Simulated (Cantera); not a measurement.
Charge: 1 mol SiCl₄, 9 mol H₂, held at 0.100 bar.

These are equilibrium values from Cantera (NASA tables, ideal gas, pure condensed phases), not measurements of a reactor. Candidate condensed phases: Si; 19 gas species. The tables' values for SiCl₃ are old estimates; treat these amounts as uncertain. Rates play no part.

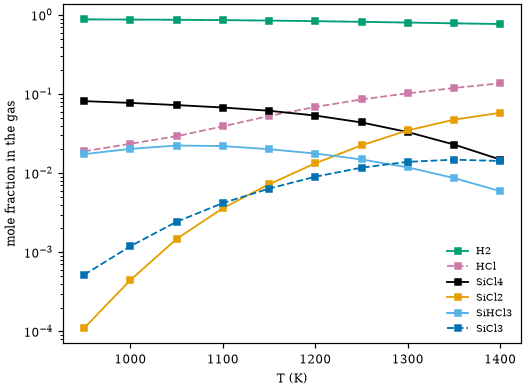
Figure: Equilibrium gas composition (values under 1e-9 drawn at 1e-9)

Question: Read off the mole fractions at 1050 K.

Answer: H₂ about 0.87, SiCl₄ about 0.073, HCl about 0.029, SiHCl₃ about 0.022, SiCl₃ about 0.0024, SiCl₂ about 0.0015.
